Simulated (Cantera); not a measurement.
Feed: 1 mol Al, 0.23 mol H2O, 65 mol H2, 55 mol NH3, at 1775 K.

Method: chemical equilibrium by Gibbs-energy minimisation in Cantera with the NASA 1993 tables (ideal gas, pure condensed phases). Candidate condensed phases: Al, AlN, Al2O3, H2O; 35 gas species. Mutual solubility and eutectic melting of coexisting phases are not modelled. The tables' values for AlOH are old estimates; treat these amounts as uncertain. Equilibrium is a limit: real reactors are often held back by kinetics, nucleation or transport.

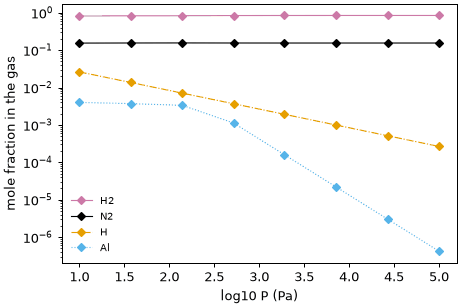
Equilibrium gas composition (values under 1e-9 drawn at 1e-9)

From 10.0 Pa to 1.40 mbar the condensed part is Al2O3(s). From 5.20 mbar to 1.00 bar the condensed part is AlN(s) + Al2O3(s). The main Al-bearing gas is Al throughout. The share of Al in condensed phases is highest at 1.00 bar (100.0 %) and lowest at 1.40 mbar (2.8 %).
